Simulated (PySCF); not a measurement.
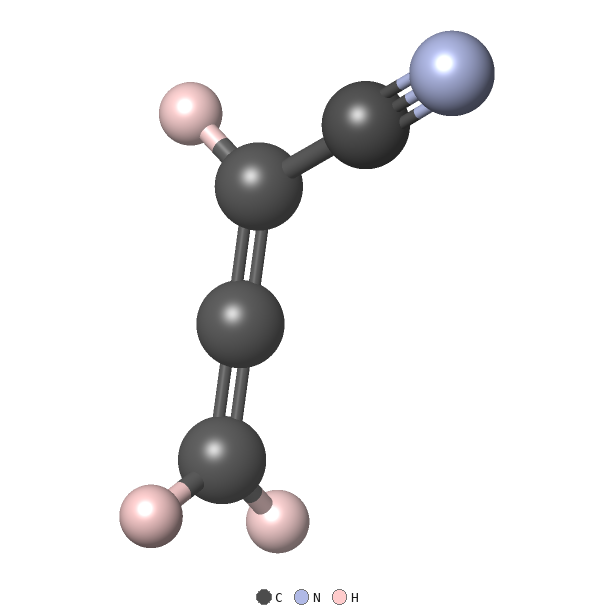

Rendered structure (ball-and-stick style).

The geometry was computed by an optimisation with PBE0-D3(BJ)/def2-SVP. No frequency run is at hand to confirm it as a minimum.

What is the molecular formula?

C₄H₃N, 8 atoms: 4 carbon, 3 hydrogen and 1 nitrogen.

How many bonds of each kind are drawn?

3 C–C, 3 C–H, 1 C–N.

What is its SMILES?

C=C=CC#N

How many sets of symmetry-equivalent atoms are there?

7: 1 C, 1 C, 1 C, 1 C, 1 N, 2 H, 1 H.

Does it have rings?

It has no ring.

The parts below concern this one geometry. Atoms keep their numbers from picture to picture.

**Geometry**

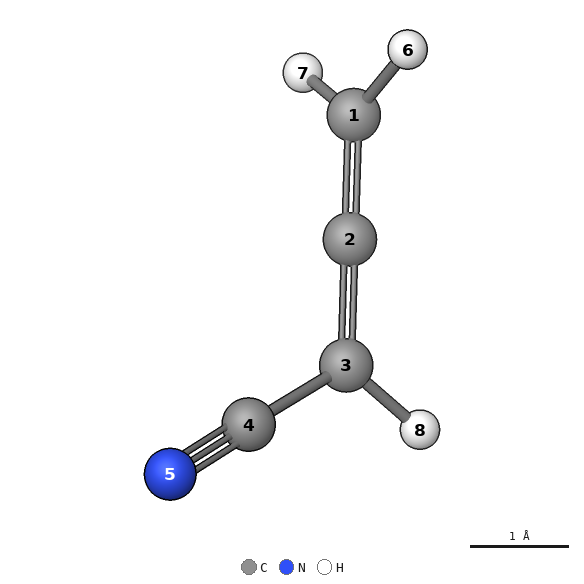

The atoms are numbered. No frequency run is at hand to confirm it as a minimum.

Describe the coordination of atom 2.

C2 has 2 neighbours (C1 at 1.30, C3 at 1.32 Å); the arrangement is linear.

What is the geometry at C4?

C4 has 2 neighbours (C3 at 1.43, N5 at 1.16 Å); the arrangement is linear.

What is the geometry at C1?

C1 has 3 neighbours (C2 at 1.30, H6 at 1.10, H7 at 1.10 Å); the arrangement is trigonal planar.

What is the geometry at C3?

C3 has 3 neighbours (C2 at 1.32, C4 at 1.43, H8 at 1.10 Å); the arrangement is trigonal planar.

**Spin–spin coupling**

No frequency run is at hand to confirm it as a minimum. Level of theory: B3LYP/pcJ-1 indirect spin-spin coupling, non-relativistic, gas phase (PySCF 2.14.0). Isotopes: 13C, 1H, 15N.

Give the spin–spin coupling constants of these pairs, with the number of bonds between them: C1/C2, C2/H6, C3/N5, C2/N5.

| pair | bonds apart | J (Hz) |
| --- | --- | --- |
| C1, C2 | 1 | 118.1 |
| C2, H6 | 2 | −4.9 |
| C3, N5 | 2 | 4.0 |
| C2, N5 | 3 | −1.4 |

**Levels of theory compared**

No frequency run is at hand to confirm it as a minimum. Program: PySCF 2.14.0.

Compare HOMO energy (eV), HOMO–LUMO gap (eV) at these levels: B3LYP/def2-SVPD; B3LYP/pcJ-1; KT2/pcSseg-2; PBE0/pcSseg-1.

```json
{"level": "B3LYP/def2-SVPD", "HOMO energy (eV)": "−8.02", "HOMO–LUMO gap (eV)": "6.30"}
{"level": "B3LYP/pcJ-1", "HOMO energy (eV)": "−7.99", "HOMO–LUMO gap (eV)": "6.31"}
{"level": "KT2/pcSseg-2", "HOMO energy (eV)": "−7.07", "HOMO–LUMO gap (eV)": "4.66"}
{"level": "PBE0/pcSseg-1", "HOMO energy (eV)": "−8.23", "HOMO–LUMO gap (eV)": "6.75"}
```

**Charges**

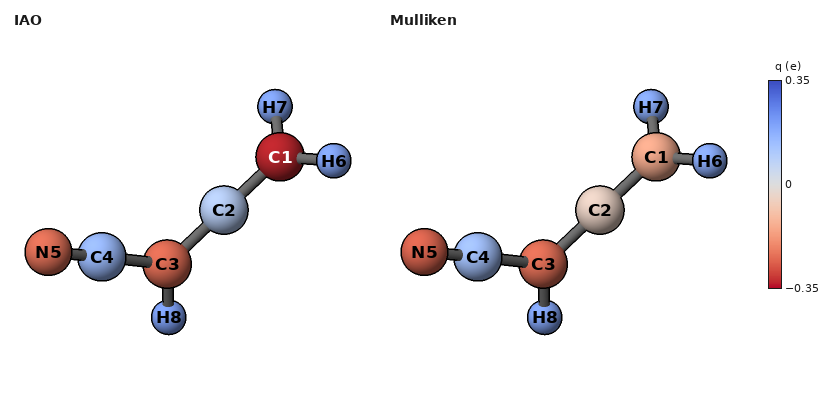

Atomic charges of one calculation by 2 schemes, on one colour scale. No frequency run is at hand to confirm it as a minimum. Computed with PBE0/pcSseg-1 (PySCF 2.14.0).

Which scheme gives the most polar picture (largest mean size of the charges)?

The IAO charges are the largest in size here.

On which atom do the schemes disagree most?

On C1 (from −0.33 to −0.14 e).

List the charges (e), one line for each set of equivalent atoms.

```tsv
atom	IAO	Mulliken
C1	−0.33	−0.14
C2	0.08	−0.04
C3	−0.24	−0.24
C4	0.14	0.13
N5	−0.23	−0.25
H6, H7	0.19	0.18
H8	0.20	0.19
```

Mulliken values depend strongly on the basis set and can even reverse the polarity of a bond.
